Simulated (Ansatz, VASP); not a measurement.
**Cross-check of MnO (Manganosite) between VASP and Ansatz**

One calculation is typed for both programs; each brings its own data sets and cutoff. How far apart do they land?

Program: Ansatz 0.2.0. Level of theory: plane waves, with VASP 6.6.1 beside it; relaxation of cell and atoms at PBEsol, DFT+U and relaxation of cell and atoms at PBE, DFT+U. Results are calculated unless marked as measured.

## (1) Starting point

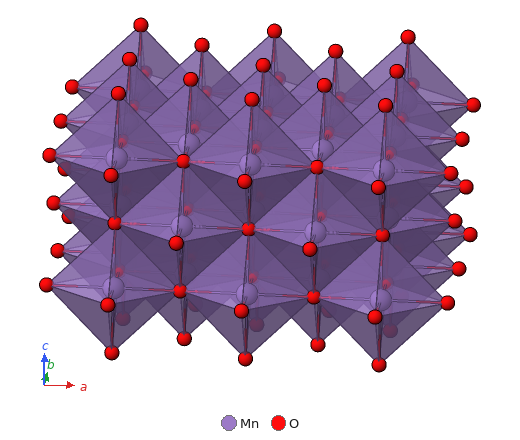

Start, viewed slightly off an axis; manganese light purple, oxygen red. 2×2×1 cells are drawn. This picture shows the conventional cell, with its axes. Some periodic images of atoms are drawn too.

## (2) VASP: relaxation of cell and atoms, PBEsol, DFT+U

The relaxed volume is the usual yardstick between codes: its relative difference is about their pressure difference at one cell divided by the bulk modulus.

Lines of VASP's logs that name or quote its potential files are left out, and so is its time.

Contents of INCAR:

```
SYSTEM = MnO
PREC = Accurate
ENCUT = 520
EDIFF = 1E-07
NELM = 100
ISMEAR = 0
SIGMA = 0.03
LREAL = .FALSE.
ALGO = Normal
GGA = PS
NBANDS = 16
ISPIN = 2
MAGMOM = 4 0
LDAU = .TRUE.
LDAUTYPE = 2
LDAUL = 2 -1
LDAUU = 3.9 0
LDAUJ = 0 0
LDAUPRINT = 1
LASPH = .TRUE.
LMAXMIX = 4
LORBIT = 11
LWAVE = .FALSE.
LCHARG = .FALSE.
KPAR = 2
IBRION = 2
NSW = 50
ISIF = 3
EDIFFG = -0.002
```

Contents of POSCAR:

```
MnO
1.0
    0.0000000000      2.2230000000      2.2230000000
    2.2230000000      0.0000000000      2.2230000000
    2.2230000000      2.2230000000      0.0000000000
Mn O
1 1
Direct
    0.0000000000      0.0000000000      0.0000000000
    0.5000000000      0.5000000000      0.5000000000
```

Contents of KPOINTS:

```
Automatic mesh
0
Gamma
8 8 8
0 0 0
```

Potentials, in the order of the species: Mn_pv and O (PBE family, release 64).

Started as:

```
$ mpirun -np 2 vasp_std
```

Numbers of over 12 decimals in the logs are rounded to 6 here.

Log:

```text
[banner, memory and clock lines left out]
running    2 mpi-ranks, on    1 nodes
 distrk:  each k-point on    1 cores,    2 groups
 distr:  one band on    1 cores,    1 groups

 POSCAR found type information on POSCAR MnO
 POSCAR found :  2 types and       2 ions
|                                                                             |
|               ----> ADVICE to this user running VASP <----                  |
|                                                                             |
|     You enforced a specific xc type in the INCAR file but a different       |
|     [... a line on the potential file left out ...]
|     I HOPE YOU KNOW WHAT YOU ARE DOING!                                     |
|                                                                             |

 LDA part: xc-table for (Slater+PW92), standard interpolation
 POSCAR, INCAR and KPOINTS ok, starting setup
 FFT: planning ... GRIDC
 FFT: planning ... GRID_SOFT
 FFT: planning ... GRID
 WAVECAR not read
 entering main loop
       N       E                     dE             d eps       ncg     rms          rms(c)
DAV:   1     0.158256156088E+03    0.15826E+03   -0.11005E+04  1864   0.139E+03
DAV:   2    -0.969126006133E+01   -0.16795E+03   -0.15787E+03  2120   0.370E+02
DAV:   3    -0.165188412918E+02   -0.68276E+01   -0.67875E+01  1952   0.826E+01
DAV:   4    -0.165741235776E+02   -0.55282E-01   -0.55280E-01  2152   0.769E+00
DAV:   5    -0.165748787441E+02   -0.75517E-03   -0.75517E-03  1960   0.880E-01    0.143E+01
DAV:   6    -0.159239488848E+02    0.65093E+00   -0.12711E+01  2264   0.419E+01    0.144E+01
DAV:   7    -0.162305978439E+02   -0.30665E+00   -0.11309E+00  1856   0.146E+01    0.862E+00
DAV:   8    -0.162342968326E+02   -0.36990E-02   -0.14800E-01  2024   0.380E+00    0.509E+00
DAV:   9    -0.162461601213E+02   -0.11863E-01   -0.24767E-02  1944   0.216E+00    0.573E-01
DAV:  10    -0.162456379197E+02    0.52220E-03   -0.81627E-03  2064   0.128E+00    0.106E-01
DAV:  11    -0.162457296652E+02   -0.91745E-04   -0.38499E-04  1896   0.204E-01    0.557E-02
DAV:  12    -0.162457597235E+02   -0.30058E-04   -0.35727E-05  1968   0.688E-02    0.210E-02
DAV:  13    -0.162457651871E+02   -0.54636E-05   -0.30635E-06  1912   0.230E-02    0.897E-03
DAV:  14    -0.162457641075E+02    0.10796E-05   -0.41130E-06  1904   0.193E-02    0.631E-03
DAV:  15    -0.162457660432E+02   -0.19357E-05   -0.30241E-07  1776   0.672E-03    0.147E-03
DAV:  16    -0.162457660306E+02    0.12671E-07   -0.31742E-08   976   0.157E-03
   1 F= -.16245766E+02 E0= -.16245761E+02  d E =-.162458E+02  mag=     5.0000
 curvature:   0.00 expect dE= 0.000E+00 dE for cont linesearch  0.000E+00
 trial: gam= 0.00000 g(F)=  0.946E-60 g(S)=  0.187E-02 ort = 0.000E+00 (trialstep = 0.100E+01)
 search vector abs. value=  0.187E-02
 bond charge predicted
       N       E                     dE             d eps       ncg     rms          rms(c)
DAV:   1    -0.162759435105E+02   -0.30177E-01   -0.53985E-01  1872   0.109E+01    0.158E+00
DAV:   2    -0.162468129404E+02    0.29131E-01   -0.57042E-02  1888   0.346E+00    0.127E+00
DAV:   3    -0.162466282169E+02    0.18472E-03   -0.89486E-03  1896   0.123E+00    0.493E-01
DAV:   4    -0.162462844869E+02    0.34373E-03   -0.44089E-04  1888   0.186E-01    0.254E-01
DAV:   5    -0.162461274958E+02    0.15699E-03   -0.27570E-04  1912   0.205E-01    0.624E-02
DAV:   6    -0.162461410812E+02   -0.13585E-04   -0.49016E-05  1912   0.101E-01    0.125E-02
DAV:   7    -0.162461418783E+02   -0.79712E-06   -0.26325E-06  1968   0.186E-02    0.367E-03
DAV:   8    -0.162461423347E+02   -0.45637E-06   -0.19517E-07  1800   0.535E-03    0.233E-03
DAV:   9    -0.162461426607E+02   -0.32597E-06   -0.28957E-08  1040   0.214E-03    0.827E-04
DAV:  10    -0.162461426626E+02   -0.18790E-08   -0.11293E-08   928   0.106E-03
   2 F= -.16246143E+02 E0= -.16246130E+02  d E =-.376632E-03  mag=     5.0000
 trial-energy change:   -0.000377  1 .order   -0.000373   -0.001871    0.001126
 step:   0.6262(harm=  0.6243)  dis= 0.00000  next Energy=   -16.246353 (dE=-0.587E-03)
 bond charge predicted
       N       E                     dE             d eps       ncg     rms          rms(c)
DAV:   1    -0.162506115583E+02   -0.44689E-02   -0.74887E-02  1872   0.404E+00    0.600E-01
DAV:   2    -0.162463978686E+02    0.42137E-02   -0.83671E-03  1888   0.131E+00    0.477E-01
DAV:   3    -0.162464192424E+02   -0.21374E-04   -0.12991E-03  1872   0.467E-01    0.185E-01
DAV:   4    -0.162463766318E+02    0.42611E-04   -0.57736E-05  1872   0.656E-02    0.959E-02
DAV:   5    -0.162463528791E+02    0.23753E-04   -0.37550E-05  1928   0.752E-02    0.224E-02
DAV:   6    -0.162463541576E+02   -0.12784E-05   -0.66777E-06  1888   0.372E-02    0.522E-03
DAV:   7    -0.162463540996E+02    0.57972E-07   -0.34768E-07  1832   0.648E-03
   3 F= -.16246354E+02 E0= -.16246345E+02  d E =-.588069E-03  mag=     5.0000
 curvature:  -0.31 expect dE=-0.292E-06 dE for cont linesearch -0.292E-06
 trial: gam= 0.00000 g(F)=  0.248E-63 g(S)=  0.937E-06 ort =-0.419E-04 (trialstep = 0.925E+00)
 search vector abs. value=  0.937E-06
 reached required accuracy - stopping structural energy minimisation
```

From OUTCAR (step 2):

```text
ion  position               nearest neighbor table
   1  0.000  0.000  0.000-   2 2.22   2 2.22   2 2.22   2 2.22   2 2.22   2 2.22
   2  0.500  0.500  0.500-   1 2.22   1 2.22   1 2.22   1 2.22   1 2.22   1 2.22

  LATTYP: Found a face centered cubic cell.
 ALAT       =     4.4460000000

 Subroutine GETGRP returns: Found 48 space group operations
 (whereof 48 operations were pure point group operations)

The static configuration has the point symmetry O_h .

 Found     29 irreducible k-points:

   k-points           NKPTS =     29   k-points in BZ     NKDIM =     29   number of bands    NBANDS=     16

   dimension x,y,z NGX =    24 NGY =   24 NGZ =   24
   dimension x,y,z NGXF=    48 NGYF=   48 NGZF=   48

   ENCUT  =  520.0 eV  38.22 Ry    6.18 a.u.   5.85  5.85  5.85*2*pi/ulx,y,z

   NELECT =      19.0000    total number of electrons

 k-points in reciprocal lattice and weights: Automatic mesh
   0.00000000  0.00000000  0.00000000       0.002
   0.12500000  0.00000000  0.00000000       0.016
   0.25000000  0.00000000  0.00000000       0.016
   0.37500000  0.00000000  0.00000000       0.016
   0.50000000  0.00000000  0.00000000       0.008
   0.12500000  0.12500000  0.00000000       0.012
   0.25000000  0.12500000  0.00000000       0.047
   0.37500000  0.12500000  0.00000000       0.047
   0.50000000  0.12500000  0.00000000       0.047
[...]
-0.37500000  0.50000000  0.12500000       0.023
  -0.25000000  0.50000000  0.25000000       0.012

atom =   1  type =  1  l = 2

 onsite density matrix

spin component  1

  0.9392 -0.0000  0.0000  0.0000 -0.0000
 -0.0000  0.9392 -0.0000  0.0000  0.0000
  0.0000 -0.0000  0.9758 -0.0000 -0.0000
  0.0000  0.0000 -0.0000  0.9392  0.0000
 -0.0000  0.0000 -0.0000  0.0000  0.9758

spin component  2

  0.0192 -0.0000 -0.0000  0.0000 -0.0000
 -0.0000  0.0192 -0.0000  0.0000  0.0000
 -0.0000 -0.0000  0.0729  0.0000  0.0000
  0.0000  0.0000  0.0000  0.0192  0.0000
 -0.0000  0.0000  0.0000  0.0000  0.0729

 occupancies and eigenvectors

  o =  0.0192  v =  0.0000  0.0000  0.0000  0.0000  0.0000  1.0000  0.0018  0.0000 -0.0001  0.0000      0.0000  0.0000  0.0000  0.0000  0.0000  0.0000  0.0000  0.0000  0.0000  0.0000
  o =  0.0192  v =  0.0000  0.0000  0.0000  0.0000  0.0000  0.0018 -1.0000 -0.0000  0.0086  0.0000      0.0000  0.0000  0.0000  0.0000  0.0000  0.0000  0.0000  0.0000  0.0000  0.0000
  o =  0.0192  v =  0.0000  0.0000  0.0000  0.0000  0.0000 -0.0001 -0.0086  0.0000 -1.0000  0.0000      0.0000  0.0000  0.0000  0.0000  0.0000  0.0000  0.0000  0.0000  0.0000  0.0000
  o =  0.0729  v =  0.0000  0.0000  0.0000  0.0000  0.0000  0.0000  0.0000 -0.9997 -0.0000  0.0237      0.0000  0.0000  0.0000  0.0000  0.0000  0.0000  0.0000  0.0000  0.0000  0.0000
  o =  0.0729  v =  0.0000  0.0000  0.0000  0.0000  0.0000 -0.0000  0.0000  0.0237 -0.0000  0.9997      0.0000  0.0000  0.0000  0.0000  0.0000  0.0000  0.0000  0.0000  0.0000  0.0000
  o =  0.9392  v =  0.0000  0.2723  0.0000 -0.9622  0.0000  0.0000  0.0000  0.0000  0.0000  0.0000      0.0000  0.0000  0.0000  0.0000  0.0000  0.0000  0.0000  0.0000  0.0000  0.0000
  o =  0.9392  v =  0.0000 -0.9622 -0.0000 -0.2723  0.0000  0.0000  0.0000  0.0000  0.0000  0.0000      0.0000  0.0000  0.0000  0.0000  0.0000  0.0000  0.0000  0.0000  0.0000  0.0000
  o =  0.9392  v =  1.0000  0.0000  0.0000  0.0000  0.0000  0.0000  0.0000  0.0000  0.0000  0.0000      0.0000  0.0000  0.0000  0.0000  0.0000  0.0000  0.0000  0.0000  0.0000  0.0000
  o =  0.9758  v =  0.0000 -0.0000 -0.0448 -0.0000 -0.9990  0.0000  0.0000  0.0000  0.0000  0.0000      0.0000  0.0000  0.0000  0.0000  0.0000  0.0000  0.0000  0.0000  0.0000  0.0000
  o =  0.9758  v =  0.0000  0.0000 -0.9990 -0.0000  0.0448  0.0000  0.0000  0.0000  0.0000  0.0000      0.0000  0.0000  0.0000  0.0000  0.0000  0.0000  0.0000  0.0000  0.0000  0.0000

 average (electrostatic) potential at core
       1 -67.1022       2 -68.5368

 E-fermi :   6.7271

 spin component 1
 k-point     1 :       0.0000    0.0000    0.0000
  band No.  band energies     occupation
    ...
      8       2.8453      1.00000
      9       2.8453      1.00000
     10       3.8830      1.00000
     11       3.8830      1.00000
     12       3.8830      1.00000
     13       6.7537      0.10469
     14      21.0394      0.00000
     15      22.7882      0.00000
     16      22.7882      0.00000

 k-point     2 :       0.1250    0.0000    0.0000
  band No.  band energies     occupation
    ...
      8       2.6720      1.00000
      9       2.6720      1.00000
     10       3.5027      1.00000
     11       4.6426      1.00000
     12       4.6426      1.00000
     13       7.8158      0.00000
     14      19.2163      0.00000
     15      22.3904      0.00000
     16      22.3904      0.00000

 k-point     3 :       0.2500    0.0000    0.0000
  band No.  band energies     occupation
    ...
      8       2.9284      1.00000
      9       2.9284      1.00000
     10       3.5948      1.00000
     11       5.6530      1.00000
     12       5.6530      1.00000
     13       9.4523      0.00000
     14      16.8522      0.00000
     15      20.9331      0.00000
     16      20.9331      0.00000

 k-point     4 :       0.3750    0.0000    0.0000
  band No.  band energies     occupation
    ...
      8       3.2068      1.00000
      9       3.2068      1.00000
     10       3.9450      1.00000
     11       6.4006      1.00000
     12       6.4006      1.00000
     13      10.4750      0.00000
     14      15.3637      0.00000
     15      19.5220      0.00000
     16      19.5220      0.00000

 k-point     5 :       0.5000    0.0000    0.0000
  band No.  band energies     occupation
    ...
      8       3.3267      1.00000
      9       3.3267      1.00000
     10       4.1423      1.00000
     11       6.6799      0.98692
     12       6.6799      0.98692
     13      10.6596      0.00000
     14      15.0152      0.00000
     15      18.9765      0.00000
     16      18.9765      0.00000

 k-point     6 :       0.1250    0.1250    0.0000
  band No.  band energies     occupation
    ...
      8       2.3806      1.00000
      9       2.9012      1.00000
     10       4.1096      1.00000
     11       4.1096      1.00000
     12       4.3504      1.00000
     13       8.2690      0.00000
     14      19.3553      0.00000
     15      21.7874      0.00000
     16      21.7874      0.00000

  Total       -0.0035979     -0.0035979     -0.0035979      0.0000000      0.0000000     -0.0000000
  in kB       -0.2604684     -0.2604684     -0.2604684      0.0000000      0.0000000     -0.0000000
  external PRESSURE =      -0.2604684 kB  Pullay stress =       0.0000000 kB

  energy-cutoff  :      520.00
  volume of cell :       22.13
      direct lattice vectors                 reciprocal lattice vectors
    -0.000000000  2.228399671  2.228399671    -0.224376267  0.224376267  0.224376267
     2.228399671 -0.000000000  2.228399671     0.224376267 -0.224376267  0.224376267
     2.228399671  2.228399671 -0.000000000     0.224376267  0.224376267 -0.224376267

 POSITION                                       TOTAL-FORCE (eV/Angst)
 -----------------------------------------------------------------------------------
     -0.00000      0.00000      0.00000        -0.000000      0.000000     -0.000000
      2.22840      2.22840      2.22840         0.000000      0.000000      0.000000
 -----------------------------------------------------------------------------------
    total drift:                                0.000000     -0.000000     -0.000000

  FREE ENERGIE OF THE ION-ELECTRON SYSTEM (eV)
  ---------------------------------------------------
  free  energy   TOTEN  =       -16.2463540996 eV

  energy  without entropy=      -16.2463354199  energy(sigma->0) =      -16.24634476

 reached required accuracy - stopping structural energy minimisation

 total charge
# of ion       s       p       d       tot
------------------------------------------
    1        0.210   6.185   4.953  11.348
    2        1.550   3.429   0.000   4.980
--------------------------------------------------
tot          1.760   9.615   4.953  16.328

 magnetization (x)
# of ion       s       p       d       tot
------------------------------------------
    1        0.032   0.027   4.556   4.615
    2        0.023   0.127   0.000   0.150
--------------------------------------------------
tot          0.055   0.154   4.556   4.765

[... 6 further parts left out ...]
```

CONTCAR:

```
MnO
   1.00000000000000
    -0.0000000000000000    2.2283996710391660    2.2283996710391660
     2.2283996710391660   -0.0000000000000000    2.2283996710391660
     2.2283996710391660    2.2283996710391660   -0.0000000000000000
  Mn              O
     1     1
Direct
     0.0000000000000000    0.0000000000000000    0.0000000000000000
     0.5000000000000000    0.5000000000000000    0.5000000000000000
```

[end of part 1 of 2]

[Lines on the potential files, build, host, timing and source positions are cut from VASP's logs without a mark.]

[Logs are printed without paths, hosts, clocks, repeated set-up lines and the standing remarks that a program may print on its own settings, such as how far it seeks lower states.]

[Hosts, paths, dates, database ids (printed as entryN), source tags and the programs' standing remarks are cut or masked in the printed files.]
